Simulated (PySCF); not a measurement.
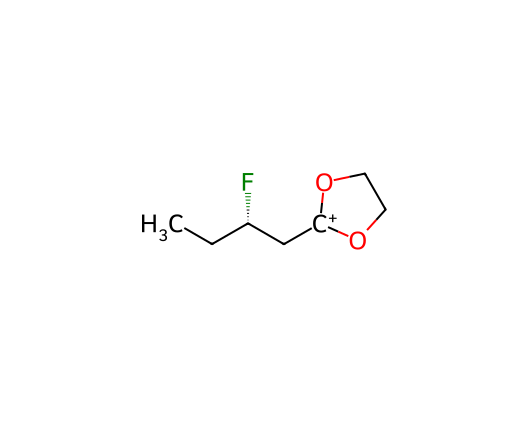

A structural formula. Charge +1, singlet.

Write the SMILES.

CC[C@H](F)C[C+]1OCCO1

Give the formula, hydrogens included.

C7H12FO2, charge +1.

An optimisation with PBE0-D3(BJ)/def2-SVP gave a structure of which point group?

C1.

More results for the same structure follow; atom numbers are the same in all pictures, views and colours differ. The geometry was computed by an optimisation with PBE0-D3(BJ)/def2-SVP. No frequency run is at hand to confirm it as a minimum.

NMR shielding

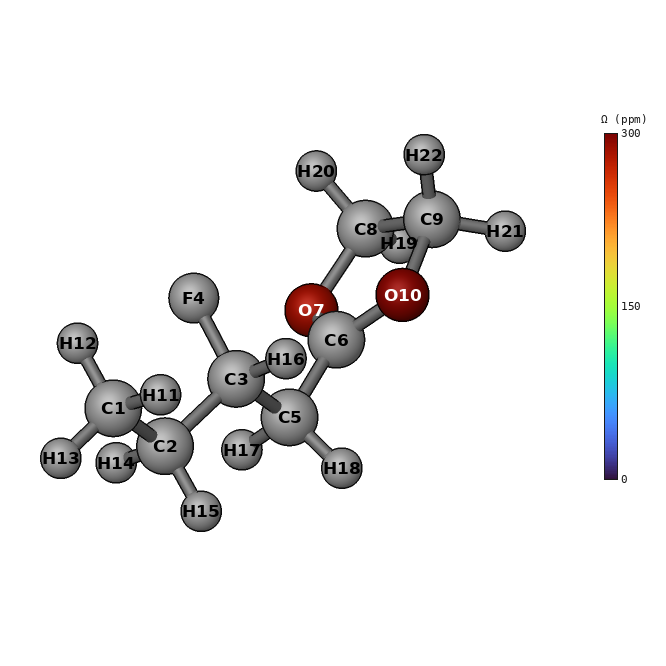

The O atoms are coloured by the span of their shielding tensor. No frequency run is at hand to confirm it as a minimum. Level of theory: GIAO PBE0/pcSseg-1 NMR shielding, non-relativistic, IEF-PCM cyclohexane (PySCF 2.14.0). Principal shieldings σ11 ≤ σ22 ≤ σ33, span Ω = σ33 − σ11, skew κ = 3(σiso − σ22)/Ω.

Give the shielding tensors of the O atoms.

```csv
atom,σ11,σ22,σ33,σiso,Ω,κ
O7,−112.2,133.5,175.6,65.6,287.8,−0.71
O10,−105.3,150.5,190.8,78.7,296.1,−0.73
```

Shieldings and span in ppm.

Electronic properties

No frequency run is at hand to confirm it as a minimum. Method: PBE0/pcSseg-1 in cyclohexane (IEF-PCM) (PySCF 2.14.0).

What is the LUMO energy (Kohn–Sham orbital)?

−4.22 eV.

Give the HOMO energy (Kohn–Sham orbital) at this level.

−11.22 eV.

Ring current

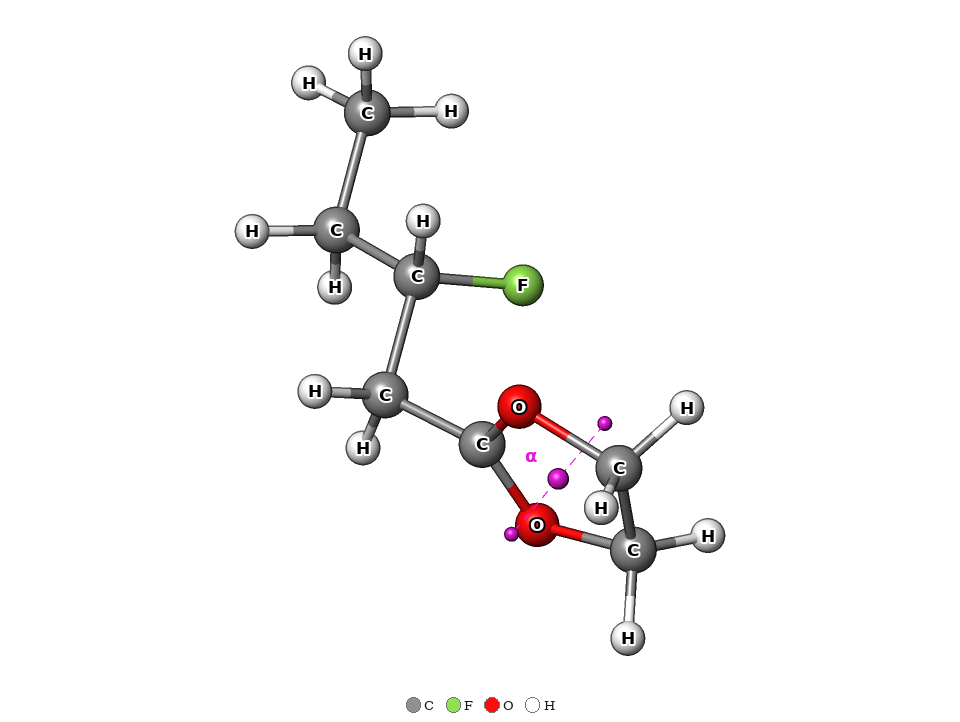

The small points mark where nucleus-independent chemical shifts (NICS) were computed: at the centre of each lettered ring and 1 Å above and below it. No frequency run is at hand to confirm it as a minimum. Method: GIAO PBE0/pcSseg-1 NMR shielding, non-relativistic, IEF-PCM dichloromethane (PySCF 2.14.0).

Give NICS(0), NICS(1) and the out-of-plane component NICS(1)zz for each ring (means of the two sides).

```json
{"ring": "α", "members": "C3O2", "NICS(0)": "−6.0", "NICS(1)": "−2.7", "NICS(1)zz": "−5.5"}
```

Values in ppm.

What do the values say about the ring currents?

Ring α: weak, as in a non-aromatic ring. NICS is one index among several.
